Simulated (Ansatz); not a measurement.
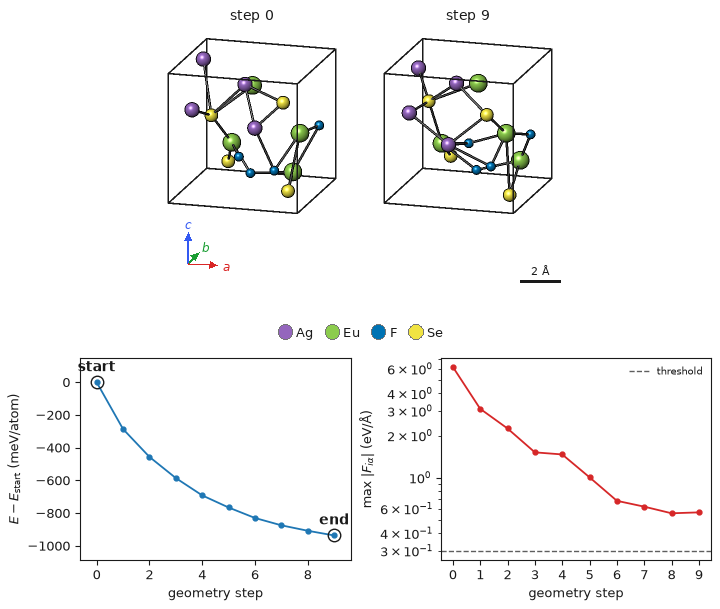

First and last geometry of a relaxation of an amorphous cell of composition EuAgSeF (coarse preliminary run), with the history of the run. A ball-and-stick model of the cell of the calculation, seen slightly off an axis.

Method: Ansatz 0.2.0, DFT PBEsol, scalar-relativistic, plane waves, PAW.

Input
```yaml
crystal:
  lattice:
    - [6.8717303596, 0.0, 0.0]
    - [0.0, 6.8717303596, 0.0]
    - [0.0, 0.0, 6.8717303596]
  atoms:
    - { symbol: Ag, position: [0.1603256012, 0.0784201452, 0.7123292715] }
    - { symbol: Ag, position: [0.0791587875, 0.648129818, 0.9439441419] }
    - { symbol: Ag, position: [0.5339388012, 0.2046722134, 0.9034856356] }
    - { symbol: Ag, position: [0.6498865966, 0.0692891557, 0.6120320188] }
    - { symbol: Eu, position: [0.718406422, 0.8327378987, 0.0740200191], spin: 7.29 }
    - { symbol: Eu, position: [0.8737076679, 0.4942598593, 0.4765346833], spin: 7.29 }
    - { symbol: Eu, position: [0.2927881396, 0.6720586494, 0.3117681107], spin: 7.29 }
    - { symbol: Eu, position: [0.4317358507, 0.7463588028, 0.7425744912], spin: 7.29 }
    - { symbol: F, position: [0.9354849595, 0.790965312, 0.4620996047] }
    - { symbol: F, position: [0.4473824916, 0.3345858349, 0.3042595018] }
    - { symbol: F, position: [0.4517884192, 0.6214372932, 0.1004236713] }
    - { symbol: F, position: [0.7654801445, 0.1870333207, 0.2611894369] }
    - { symbol: Se, position: [0.7832429569, 0.4871484557, 0.0244606303] }
    - { symbol: Se, position: [0.8781636801, 0.0391927819, 0.8346783877] }
    - { symbol: Se, position: [0.1843709431, 0.9421108411, 0.0849413895] }
    - { symbol: Se, position: [0.2117587347, 0.4092659235, 0.5849627278] }
basis:
  ecutwfc: 420
kpoints:
  mp_grid: { grid: [1, 1, 1] }
hamiltonian:
  xc: pbesol
scf:
  occupations: { method: gaussian, width: 0.1 }
  lower_state_search: "off"
  convergence: { dr2_threshold: 0.0001 }
output:
  forces: true
  stress: false
  eigenvalues: true
  populations: true
  hubbard: { sites: [{ species: Eu, l: f }] }
magnetization:
  spin_polarized: true
relax:
  adjacent_minimum: "off"
  f_tol: 0.3
  max_steps: 10
```

Command:
```bash
ansatz run input.yaml --threads 8 --pin off --max-ram 14336MiB --backend cpu --events-out ev --progress --plain --runs-dir out
```

### Did the run converge, and what did it change?

The relaxation stopped without meeting its thresholds, so the last structure isn't shown to be converged. It used up its limit of 10 steps. Ag4 moves most: 1.51 Å roughly along [−1 0 −1]. Largest moves by element: Ag 1.51 Å, F 1.05 Å, Se 0.93 Å, Eu 0.85 Å. The lattice vectors keep their values. Near-neighbour distances that change, for instance: Ag4–Se15 4.911 → 3.161 Å, Eu6–Se14 3.980 → 2.916 Å, Eu6–F10 3.345 → 2.287 Å, Se14–Se15 2.798 → 3.849 Å. New bonds form, among them: Eu6–F10 (3.34 → 2.29 Å), Eu6–Se14 (3.98 → 2.92 Å). Among the angles between lasting bonds that change: F11–Eu5–Se14 140.0° → 89.1°, Ag1–Se14–Eu5 138.7° → 93.6°, F9–Eu5–Se14 115.0° → 155.6°. The energy falls by 936 meV per atom in 9 geometry steps. Largest force component: 6.2 eV/Å at the start, 0.56 eV/Å at the end.

Limits of the set-up: the periodic images lie only 6.9 Å apart, so the values are limited by the cell's size; 4f states are treated without a Hubbard U.
